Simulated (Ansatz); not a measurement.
# BHBr (SMILES [BH]Br): levels of theory compared

Wanted: a comparison of 6 runs (U-wB97X/STO-3G, UCAM-B3LYP/STO-3G, RPA@PBE/STO-3G, UMP2/STO-3G, UCCSDT(Q)/STO-3G, UCCSD(T)/STO-3G) of BHBr. 

Program for the calculation: Ansatz 0.2.0.

50 further runs of the same task are left out: 6 that didn't finish, 44 set aside as unsound or not needed.

## (1) Starting point

BHBr has 3 atoms, charge 0, and is taken as a doublet. As SMILES, `[BH]Br`. The H3–B1 distance was set to 1.789 Å, away from the relaxed value. At this shape a bond of the SMILES string is far longer than usual.

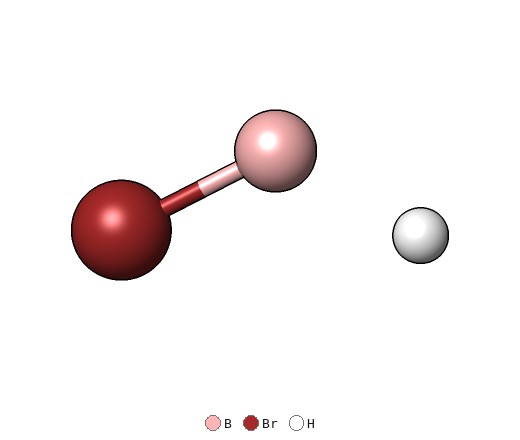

The structure, seen from a chosen angle (boron pink, bromine red, hydrogen white).

## (2) The energy at U-wB97X/STO-3G (run 1)

The input, job.yaml:

```yaml
basis:
  gaussian:
    orbitals: STO-3G
crystal:
  periodic: [false, false, false]
  atoms:
    - symbol: B
      position_ang: [0.406914, -0.731985, 0.130083]
    - symbol: Br
      position_ang: [1.682414, 0.354215, 0.955583]
    - symbol: H
      position_ang: [-1.097400, -0.105000, -0.607300]
magnetization:
  spin_polarized: true
  initial_magnetization: 1
hamiltonian:
  xc: {name: wB97X}
accuracy: high
```

The run is started by

```console
$ ansatz run job.yaml --threads 1 --pin off --max-ram 2610MiB --events-out events.jsonl --progress --plain --runs-dir runs
```

Output:

```text
Warning: RAYON_NUM_THREADS=1 ignored (pool sized by the plan → 1); use --threads N
Functional definition: wB97X
  name "wB97X"
  parameter omega = 0.3/bohr
  parameter cx = 0.157706
  parameter cx1 = 0.726479
  parameter cx2 = 1.04760
  parameter cx3 = -5.70635
  parameter cx4 = 13.2794
  parameter css1 = -4.33879
  parameter css2 = 18.2308
  parameter css3 = -31.7430
  parameter css4 = 17.2901
  parameter cos1 = 2.37031
  parameter cos2 = -11.3995
  parameter cos3 = 6.58405
  parameter cos4 = -3.78132
  exchange = spin_sum(e_x_unif_sr(omega)*poly(b97_u_x, 1 - cx, cx1, cx2, cx3, cx4)) + cx*exact_x_sr(omega)
      + exact_x_lr(omega)
  correlation = spin_sum(e_c_pw_same_spin*poly(b97_u_same, 1, css1, css2, css3, css4))
      + integral(e_c_pw_opposite_spin*poly(b97_u_opposite, 1, cos1, cos2, cos3, cos4))
319 factors; integrals over basis functions are off by at most 1.9e-8 eV
109 factors; integrals over basis functions are off by at most 1.0e-9 eV
mean field evaluation 1: about -69959.5936 eV, gradient 1.2e1 eV
mean field evaluation 2: about -69960.8244 eV, gradient 7.5e0 eV
mean field evaluation 4: about -69961.4373 eV, gradient 5.3e-1 eV
mean field evaluation 8: about -69961.4021 eV, gradient 6.0e-2 eV
mean field evaluation 16: about -69961.4024 eV, gradient 6.4e-6 eV
mean field -69961.40235013 eV, -2571.0341148255 hartree, gradient 4.7e-8 eV, S^2 0.761282; 0 other end points of the search recorded, 0 dependent functions left out
reference -69961.40234896 eV, -2571.0341147825 hartree; 21, 20 occupied and 3, 4 virtual orbitals, 319 factors
Total energy: -69961.40234896 eV, -2571.0341147825 hartree
```

Run time: 7.5 s. Hardware: 1 thread of Arm Neoverse V1, shared host; peak memory 0.33 GiB.

## (3) The energy at UCAM-B3LYP/STO-3G (run 2)

The input, in.yaml:

```yaml
basis:
  gaussian: {orbitals: STO-3G}
crystal:
  periodic: [false, false, false]
  atoms:
    - {symbol: B, position_ang: [0.406914, -0.731985, 0.130083]}
    - {symbol: Br, position_ang: [1.682414, 0.354215, 0.955583]}
    - {symbol: H, position_ang: [-1.097400, -0.105000, -0.607300]}
magnetization: {spin_polarized: true, initial_magnetization: 1}
hamiltonian: {xc: {name: CAM-B3LYP}}
accuracy: high
```

The run is started by

```console
$ ansatz run in.yaml --threads 1 --pin off --max-ram 2610MiB --events-out events.jsonl --progress --plain --runs-dir runs
```

Output:

```text
Warning: RAYON_NUM_THREADS=1 ignored (pool sized by the plan → 1); use --threads N
Functional definition: CAM-B3LYP
  name "CAM-B3LYP"
  parameter alpha = 0.19
  parameter beta = 0.46
  parameter omega = 0.33/bohr
  parameter ac = 0.81
  exchange = (1 - alpha - beta)*b88_x + beta*b88_x_sr(omega) + alpha*exact_x + beta*exact_x_lr(omega)
  correlation = (1 - ac)*vwn5_c + ac*lyp_c
319 factors; integrals over basis functions are off by at most 1.9e-8 eV
119 factors; integrals over basis functions are off by at most 1.4e-9 eV
mean field evaluation 1: about -69959.5021 eV, gradient 1.1e1 eV
mean field evaluation 2: about -69960.0126 eV, gradient 1.0e1 eV
mean field evaluation 4: about -69960.9872 eV, gradient 4.6e-1 eV
mean field evaluation 8: about -69960.9575 eV, gradient 2.8e-2 eV
mean field evaluation 16: about -69960.9576 eV, gradient 2.0e-6 eV
mean field -69960.95756721 eV, -2571.0177693547 hartree, gradient 7.4e-8 eV, S^2 0.768215; 0 other end points of the search recorded, 0 dependent functions left out
reference -69960.95757885 eV, -2571.0177697827 hartree; 21, 20 occupied and 3, 4 virtual orbitals, 319 factors
Total energy: -69960.95757885 eV, -2571.0177697827 hartree
```

Wall time 2 s (1 thread of Arm Neoverse V1, shared host); peak memory 0.12 GiB.

Runs 3 to 5 aren't shown in full; the table further down has their settings and results.

## (4) A single-point energy at UCCSD(T)/STO-3G (run 6)

The input, run.yaml:

```yaml
crystal:
  periodic: [false, false, false]
  atoms:
    - symbol: B
      position_ang: [0.406914, -0.731985, 0.130083]
    - symbol: Br
      position_ang: [1.682414, 0.354215, 0.955583]
    - symbol: H
      position_ang: [-1.097400, -0.105000, -0.607300]
basis:
  gaussian:
    orbitals: STO-3G
magnetization:
  spin_polarized: true
  initial_magnetization: 1
accuracy: high
scf:
  omitted_lower_state_checks: [cluster_reference, increment]
correlation:
  method: ccsd_t
  frozen_orbitals: {B: 1, Br: 9, H: 0}
```

The run is started by

```console
$ ansatz run run.yaml --threads 1 --pin off --max-ram 2610MiB --events-out events.jsonl --progress --plain --runs-dir runs
```

Output:

```text
Warning: RAYON_NUM_THREADS=1 ignored (pool sized by the plan → 1); use --threads N
[... 12 lines left out ...]
10 core orbitals not correlated: weight in the atoms' cores, before any rotation towards them, 1.000 or more for the frozen orbitals, at most 0.000 for the correlated occupied ones
[... 30 lines left out ...]
Total energy: -69920.31787467 eV, -2569.5242882005 hartree
Checks for a lower state left out: cluster_reference, increment
```

Run time: 0.5 s. Hardware: 1 thread of Arm Neoverse V1, shared host.

## (5) Overview of the runs

```csv
run,level,frozen core orbitals,energy (Eh),⟨S²⟩,wall time
1,U-wB97X/STO-3G,–,-2571.034115,0.761,7.5 s
2,UCAM-B3LYP/STO-3G,–,-2571.017770,0.768,2 s
3,RPA@PBE/STO-3G,10,-2569.557810,0.757,1.9 s
4,UMP2/STO-3G,10,-2569.488953,0.921,0.2 s
5,UCCSDT(Q)/STO-3G,10,-2569.525106,0.921,5.7 s
6,UCCSD(T)/STO-3G,10,-2569.524288,0.921,0.5 s
```

## (6) What came out

| quantity | value |
| --- | --- |
| run 6: total energy | -2569.52429 Eh |
| run 6: correlation energy (10 core orbitals frozen) | -74.1 mEh |
| run 6: (T) correction | -2.47 mEh |
| run 6: ⟨S²⟩ of the reference determinant | 0.921 |
| run 6: T1 diagnostic | 0.035 |

What this shows: Totals of different functionals can't be ranked against each other. In runs 1, 2, 3, 4, 5, 6 the basis is minimal, so the values are rough. Spin contamination of the reference: run 4 ⟨S²⟩ = 0.92, run 5 ⟨S²⟩ = 0.92, run 6 ⟨S²⟩ = 0.92. All runs together took 18 s, the longest 7.5 s.
